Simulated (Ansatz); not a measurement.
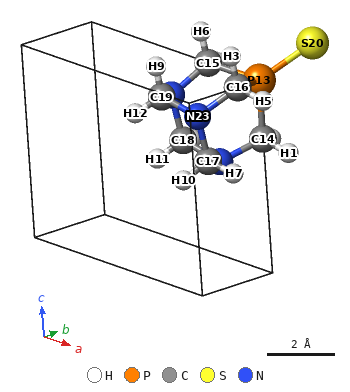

This is the input geometry for a relaxation of crystalline PH₁₂C₆SN₃ (set up in R3m) (coarse preliminary run). A ball-and-stick model of the cell of the calculation, seen slightly off an axis.

Theory: DFT PBE+D3(BJ), scalar-relativistic, plane waves, PAW (Ansatz).

Input file:
```yaml
crystal:
  lattice:
    - [4.6635807759, 2.6925196163, 2.7535569184]
    - [-4.6635807759, 2.6925196163, 2.7535569184]
    - [0.0, -5.3850392327, 2.7535569184]
  atoms:
    - { symbol: H, position: [0.1566, 0.9798, 0.6727] }
    - { symbol: H, position: [0.6727, 0.1566, 0.9798] }
    - { symbol: H, position: [0.9798, 0.6727, 0.1566] }
    - { symbol: H, position: [0.9798, 0.1566, 0.6727] }
    - { symbol: H, position: [0.1566, 0.6727, 0.9798] }
    - { symbol: H, position: [0.6727, 0.9798, 0.1566] }
    - { symbol: H, position: [0.9923, 0.5658, 0.5658] }
    - { symbol: H, position: [0.5658, 0.9923, 0.5658] }
    - { symbol: H, position: [0.5658, 0.5658, 0.9923] }
    - { symbol: H, position: [0.7301, 0.4631, 0.4631] }
    - { symbol: H, position: [0.4631, 0.7301, 0.4631] }
    - { symbol: H, position: [0.4631, 0.4631, 0.7301] }
    - { symbol: P, position: [0.0, 0.0, 0.0] }
    - { symbol: C, position: [0.9982, 0.9982, 0.696] }
    - { symbol: C, position: [0.696, 0.9982, 0.9982] }
    - { symbol: C, position: [0.9982, 0.696, 0.9982] }
    - { symbol: C, position: [0.838, 0.5809, 0.5809] }
    - { symbol: C, position: [0.5809, 0.838, 0.5809] }
    - { symbol: C, position: [0.5809, 0.5809, 0.838] }
    - { symbol: S, position: [0.237, 0.237, 0.237] }
    - { symbol: "N", position: [0.8086, 0.8086, 0.5424] }
    - { symbol: "N", position: [0.5424, 0.8086, 0.8086] }
    - { symbol: "N", position: [0.8086, 0.5424, 0.8086] }
basis:
  ecutwfc: 420
kpoints:
  mp_grid: { grid: [6, 6, 6] }
hamiltonian:
  xc: pbe
  dispersion: d3bj
scf:
  occupations: { method: gaussian, width: 0.1 }
output:
  forces: true
  stress: true
  eigenvalues: true
relax:
  adjacent_minimum: "off"
  f_tol: 0.05
  max_steps: 70
  cell: { stress_tol: 0.5 }
```

Launched with:
```bash
ansatz run input.yaml --threads 4 --pin off --max-ram 9216MiB --backend cpu --events-out ev --progress --plain --runs-dir out
```

Question: Where does the relaxation end?

Answer: After 4 accepted moves (5 points after the start) the energy has fallen by 139 meV per atom. The largest force component goes from 7.5 to 0.045 eV/Å. The pressure goes from 14.81 to −0.02 GPa. At 1 point the geometry stayed and the basis and grid were re-selected for the new cell (energy shift of 0.3 meV per atom at most each time). The largest moves relative to the cell, 0.15 Å, are those of H10, H11 and H12. H11 goes along [−2 −3 −2]. Largest moves by element: H 0.15 Å, S 0.07 Å, P 0.05 Å, C 0.02 Å, N 0.02 Å. Cell: a = b = c 6.048 → 6.029 Å (−0.3 %), α 100.9° → 101.1°, β 100.9° → 101.1°, γ 100.9° → 101.1°. Volume −1.1 %. Near-neighbour distances that change, for instance: H10–C17 0.947 → 1.098 Å, H7–C17 0.974 → 1.099 Å, H1–C14 1.018 → 1.098 Å, P13–C14 1.835 → 1.845 Å. Among the angles between lasting bonds that change: H1–C14–N21 112.2° → 110.1°. The space group stays R3m (No. 160). The run took 63 s on 4 threads of Arm Neoverse V2, with other jobs on the host, peak memory 0.74 GiB.

History of the run:

| step | E − E(0), meV/atom | largest force component, eV/Å | pressure, GPa | volume, Å³/atom | note |
| --- | --- | --- | --- | --- | --- |
| 0 | 0.00 | 7.5228 | 14.81 | 9.020 |  |
| 1 | -127.18 | 1.7736 | 4.56 | 8.569 |  |
| 2 | -135.99 | 0.3408 | 0.29 | 9.353 |  |
| 3 | -138.44 | 0.1155 | 0.05 | 9.033 |  |
| 4 | -138.91 | 0.0441 | 0.08 | 8.917 |  |
| 5 | -138.66 | 0.0450 | -0.02 | 8.917 | same geometry, new basis |

The end point in the same view:

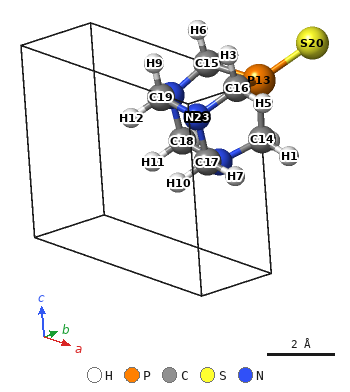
